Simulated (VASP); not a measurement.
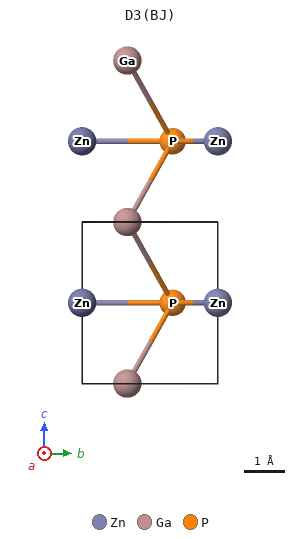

Crystalline ZnGaP (a generated structure, set up in P-6m2), relaxed (cell and atoms) with several dispersion corrections. The picture shows the result with D3(BJ). The picture is a ball-and-stick view of the cell of the calculation, repeated 1 × 1 × 2 with one cell outlined, seen along the a axis.

Computed with VASP 6.6.1: PBEsol, VASP PAW PBE potentials, recommended. Settings: plane-wave cutoff 600 eV; k-point mesh 8 × 8 × 6; occupations fermi-dirac; smearing width 0.05 eV; no spin polarisation.

```tsv
dispersion correction	volume (Å³/atom)	a (Å)	c (Å)
D3(BJ)	18.060	3.930	4.050
none	19.054	3.959	4.211
rVV10	18.914	3.958	4.183
D3	?	?	?
D4	18.416	3.938	4.113
```

> Fill in the missing row.

With D3 the volume falls between D4 (18.416) and rVV10 (18.914). The calculation gives 18.601 Å³/atom (a = 3.938 Å, c = 4.155 Å). In order of volume: D3(BJ) < D4 < D3 < rVV10 < none; the spread is 5.5 %.
